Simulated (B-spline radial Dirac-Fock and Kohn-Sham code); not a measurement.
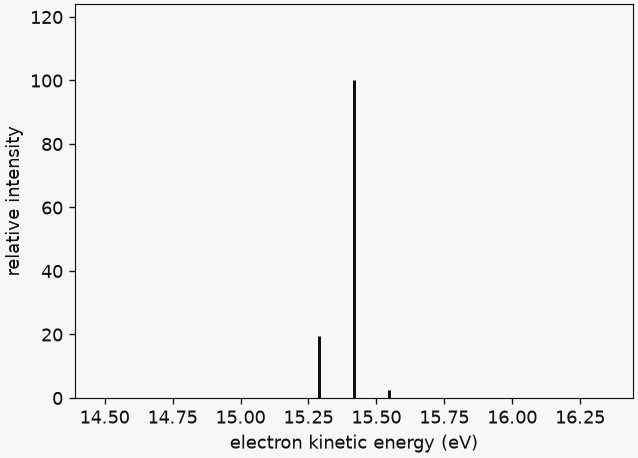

Figure. Auger and Coster–Kronig groups that fill an M2 (3p1/2) hole, as sticks. Kinetic energies count from the vacuum level; very weak lines are left out. System: Mn²⁺, configuration [Ar] 3d5, inside a Watson sphere of charge −2 and radius 2.7 Å that stands in for a crystal. Computed with a radial B-spline solver: independent-particle Coulomb rates on relativistic LDA orbitals, configuration-average energies from Dirac–Fock. Widths ruled by Coster–Kronig decay come out up to twice the measured ones in this model.

The strongest group is M2-M4M5 at 15.42 eV (82 % of the non-radiative width), followed by M2-M4M4 at 15.29 eV (16 %), M2-M5M5 at 15.54 eV (2.1 %). The lines shown span 15.29 eV to 15.54 eV.
